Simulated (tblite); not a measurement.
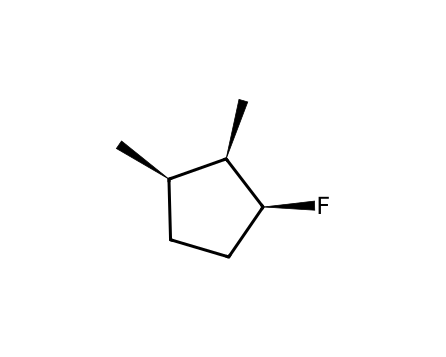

Source: calculation with tblite.

2D structure.

Q: Transcribe the drawing into SMILES.

A: C[C@@H]1[C@H](C)CC[C@@H]1F

Q: What is the molecular formula?

A: C7H13F.

Q: An optimisation with GFN2-xTB gave a structure of which point group?

A: C1.
